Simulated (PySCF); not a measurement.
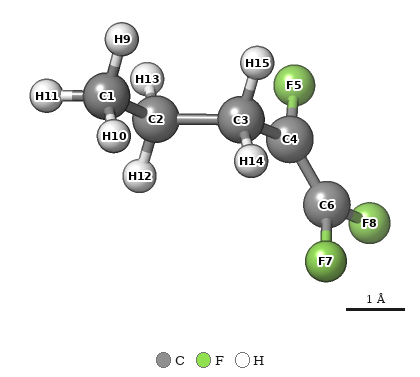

Fig. 1: The input geometry of the first run (ball-and-stick view, seen at a tilt; atoms are numbered from 1 in the order of the input).

**Two runs on C₅H₇F₃**

System: C₅H₇F₃, SMILES CCCC(F)=C(F)F.
Method of the first run: GIAO PBE0/cc-pVDZ NMR shielding, non-relativistic, gas phase (PySCF 2.14.0).

The geometry comes from this level: GFN2-xTB. Text and figures count atoms from 1; the logs count them from 0 in places.

## The input, the first run
```
{"job": {"kind": "nmr", "xc": "PBE0", "basis": "cc-pVDZ", "pop": false, "scf": {"guess": "vsap"}}, "charge": 0, "multiplicity": 1}
C     -2.029007    -0.686338    -0.592864
C     -0.864978     0.265789    -0.356423
C      0.141982    -0.330385     0.637577
C      1.258186     0.620725     0.910658
F      0.929600     1.708574     1.636075
C      2.507806     0.501496     0.483022
F      2.927895    -0.534732    -0.238491
F      3.501900     1.350514     0.704476
H     -2.552734    -0.890329     0.338123
H     -1.676262    -1.629581    -1.003433
H     -2.735239    -0.250145    -1.294120
H     -0.357866     0.469366    -1.301483
H     -1.238652     1.212502     0.037710
H      0.552587    -1.259712     0.242916
H     -0.369631    -0.539754     1.580068
```

The first line tells a small driver script what to run in PySCF; the rest is the geometry in Å.

Command:
```bash
OMP_NUM_THREADS=1 python <driver script> task.json out
```

Hardware: 1 CPU thread, shared host.

## Output (the first run)
```
final grid: 128456 points
cycle   1  E = -491.6707050406  dE =  7.721e-01  |g| = 2.697e+00  |ddm| = 8.373e+00
cycle   2  E = -474.5323193487  dE =  1.714e+01  |g| = 7.750e+00  |ddm| = 1.414e+01
cycle   3  E = -493.4065356615  dE = -1.887e+01  |g| = 1.288e+00  |ddm| = 1.165e+01
cycle   4  E = -493.6779574140  dE = -2.714e-01  |g| = 6.484e-01  |ddm| = 2.586e+00
cycle   5  E = -493.7409043345  dE = -6.295e-02  |g| = 1.421e-01  |ddm| = 8.103e-01
cycle   6  E = -493.7444436348  dE = -3.539e-03  |g| = 4.651e-02  |ddm| = 2.444e-01
cycle   7  E = -493.7448514462  dE = -4.078e-04  |g| = 1.774e-02  |ddm| = 8.577e-02
cycle   8  E = -493.7449152635  dE = -6.382e-05  |g| = 3.359e-03  |ddm| = 3.051e-02
cycle   9  E = -493.7449174810  dE = -2.217e-06  |g| = 1.234e-03  |ddm| = 6.394e-03
cycle  10  E = -493.7449177888  dE = -3.078e-07  |g| = 3.351e-04  |ddm| = 1.974e-03
cycle  11  E = -493.7449178072  dE = -1.834e-08  |g| = 7.125e-05  |ddm| = 4.772e-04
cycle  12  E = -493.7449178081  dE = -9.704e-10  |g| = 2.562e-05  |ddm| = 1.423e-04
converged SCF energy = -493.7449178081

GIAO shielding tensors (ppm)
atom      isotropic    diamagn.    paramagn.     s11        s22        s33       span
  0 C      182.317     244.797     -62.480    172.662    175.938    198.352     25.691
  1 C      172.306     246.455     -74.149    156.304    176.299    184.314     28.010
  2 C      164.803     250.616     -85.813    150.381    162.800    181.228     30.848
  3 C       65.834     252.810    -186.976     32.316     66.491     98.695     66.379
  4 F      373.083     469.927     -96.844    312.609    371.755    434.886    122.276
  5 C       43.198     255.115    -211.917    -10.651     63.560     76.684     87.336
  6 F      314.405     477.277    -162.872    275.780    319.620    347.815     72.034
  7 F      296.945     466.283    -169.338    273.396    306.152    311.286     37.890
  8 H       30.889      29.707       1.182     26.902     29.064     36.700      9.798
  9 H       30.859      30.397       0.462     26.862     29.196     36.519      9.657
 10 H       30.513      28.347       2.166     26.137     27.854     37.549     11.412
 11 H       30.402      32.902      -2.500     25.792     30.262     35.153      9.362
 12 H       29.904      32.059      -2.154     24.807     30.648     34.258      9.452
 13 H       29.516      33.722      -4.206     25.036     29.923     33.589      8.553
 14 H       29.697      31.483      -1.785     25.470     29.353     34.269      8.798
```

The input of the second run differs as follows (lines with − go, lines with + come):
```diff
-"xc": "PBE0"
-"basis": "cc-pVDZ"
+"xc": "B3LYP"
+"basis": "6-31++G**"
-"scf": {"guess": "vsap"}
```

Predict how the results change.

The total energies belong to different models, so their difference says nothing on which is more stable or more accurate. The HOMO goes from −6.88 to −7.01 eV. The LUMO goes from 1.04 to −0.32 eV. The dipole moment goes from 1.91 to 2.26 D. Of all shieldings, the largest change is that of F5, by −11.5 ppm. The functional changes from PBE0 to B3LYP. The SCF takes 14 iterations against 12. The basis functions go from 147 to 186.

## Output (the second run)
```
coarse grid: 13032 points
cycle   1  E = -494.1801085786  dE =  1.049e+00  |g| = 7.453e-01  |ddm| = 4.383e+00
cycle   2  E = -494.0291823123  dE =  1.509e-01  |g| = 1.184e+00  |ddm| = 3.022e+00
cycle   3  E = -494.2876762489  dE = -2.585e-01  |g| = 1.037e-01  |ddm| = 2.110e+00
cycle   4  E = -494.2893450741  dE = -1.669e-03  |g| = 5.593e-02  |ddm| = 2.839e-01
cycle   5  E = -494.2899785158  dE = -6.334e-04  |g| = 1.264e-02  |ddm| = 1.107e-01
cycle   6  E = -494.2900044775  dE = -2.596e-05  |g| = 5.665e-03  |ddm| = 2.549e-02
cycle   7  E = -494.2900119976  dE = -7.520e-06  |g| = 9.755e-04  |ddm| = 1.498e-02
final grid: 128456 points
cycle   8  E = -494.2622104223  dE = -2.686e-05  |g| = 9.276e-03  |ddm| = 9.958e-02
cycle   9  E = -494.2621876129  dE =  2.281e-05  |g| = 1.442e-02  |ddm| = 3.602e-02
cycle  10  E = -494.2622275638  dE = -3.995e-05  |g| = 1.174e-03  |ddm| = 2.505e-02
cycle  11  E = -494.2622278744  dE = -3.106e-07  |g| = 2.327e-04  |ddm| = 2.654e-03
cycle  12  E = -494.2622278844  dE = -9.939e-09  |g| = 1.165e-04  |ddm| = 5.609e-04
cycle  13  E = -494.2622278873  dE = -2.870e-09  |g| = 2.666e-05  |ddm| = 2.281e-04
cycle  14  E = -494.2622278874  dE = -1.586e-10  |g| = 6.206e-06  |ddm| = 8.849e-05
converged SCF energy = -494.2622278874

GIAO shielding tensors (ppm)
atom      isotropic    diamagn.    paramagn.     s11        s22        s33       span
  0 C      178.070     240.013     -61.943    167.948    171.183    195.080     27.132
  1 C      167.718     251.906     -84.188    151.486    172.028    179.641     28.155
  2 C      159.576     256.270     -96.694    145.216    157.670    175.841     30.625
  3 C       62.129     243.420    -181.292     32.377     59.481     94.528     62.151
  4 F      361.534     469.933    -108.399    311.456    359.873    413.272    101.816
  5 C       38.533     246.133    -207.600    -13.391     57.351     71.638     85.030
  6 F      310.505     473.887    -163.382    267.423    314.085    350.006     82.584
  7 F      291.724     470.211    -178.486    277.784    291.755    305.634     27.849
  8 H       31.013      28.134       2.879     27.089     29.263     36.686      9.596
  9 H       30.981      28.235       2.746     27.012     29.431     36.499      9.488
 10 H       30.614      28.228       2.386     26.147     28.128     37.566     11.419
 11 H       30.392      31.724      -1.332     25.683     30.412     35.081      9.398
 12 H       29.858      30.975      -1.117     24.761     30.727     34.085      9.323
 13 H       29.476      32.500      -3.024     25.105     29.901     33.422      8.317
 14 H       29.679      30.722      -1.043     25.628     29.436     33.972      8.344
```

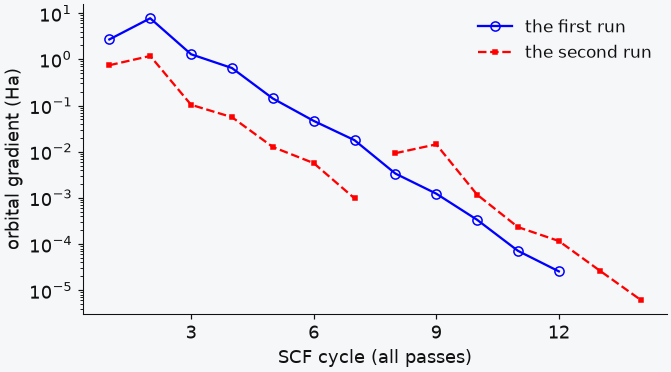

Fig. 2: Convergence of the two runs: orbital gradient against the SCF cycle. A break in a curve parts two SCF passes (coarse and final grid). The first run takes 12 cycles in all, and the second run takes 14.

## The two runs side by side

```csv
quantity,the first run,the second run
outcome,converged,converged
total energy (hartree),−493.744918,−494.262228
HOMO (eV),−6.88,−7.01
LUMO (eV),1.04,−0.32
dipole moment (D),1.91,2.26
shielding of C1 (ppm),182.3,178.1
shielding of C2 (ppm),172.3,167.7
shielding of C3 (ppm),164.8,159.6
shielding of F5 (ppm),373.1,361.5
shielding of C6 (ppm),43.2,38.5
shielding of F7 (ppm),314.4,310.5
shielding of F8 (ppm),296.9,291.7
SCF iterations,12,14
basis functions,147,186
wall time (shared host),14 s,16 s
```
